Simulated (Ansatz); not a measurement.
# r2SCAN work function of a third face of Au from its PBE value

PBE and r2SCAN are run on the same slabs. If the two track each other from face to face, two faces calibrate the third.

Set-up. Ansatz 0.2.0, plane waves with PAW datasets (its set soft_2) at their recommended cutoffs; symmetric slabs of 7 layers cut at the tabulated experimental lattice constant, atoms at bulk places, 18 Å of vacuum, k-spacing 0.16 Å⁻¹ (2π included), Fermi-Dirac smearing of 0.1 eV, SCF threshold 1e-9 eV. The work function is the vacuum level less the Fermi level.

```tsv
run	PBE (eV)	r2SCAN (eV)
Au(110)	4.944	4.951
Au(100)	5.072	?
Au(111)	5.164	5.182
```

Q: Estimate the withheld value from the rows shown.

Two rows fix a line: slope = (5.182 − 4.951) / (5.164 − 4.944) = 1.0500, intercept −0.2402. At 5.072 it gives 1.0500 × 5.072 + (−0.2402) = 5.085 eV. Rounding of the rows alone allows about ±0.001 eV there; two rows can't show whether the line holds.

The run itself gives 5.092 eV: a miss of +0.007 eV. The plain offset, r2SCAN less PBE, runs from +0.007 to +0.020 eV over the three faces.

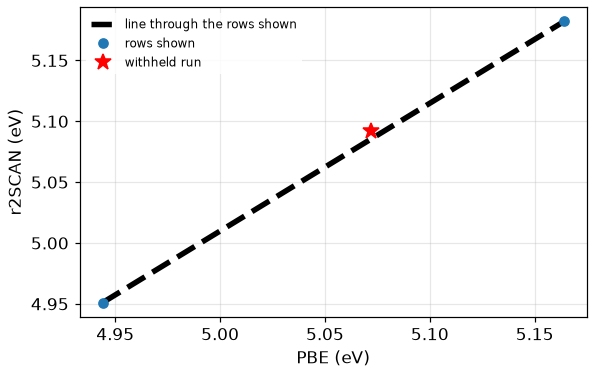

The fit and the withheld run.

**Limits.** Unrelaxed, unreconstructed faces at one geometry; neither value is a test against experiment.

[Logs are printed without paths, hosts, clocks, repeated set-up lines and the standing remarks that a program may print on its own settings, such as how far it seeks lower states.]
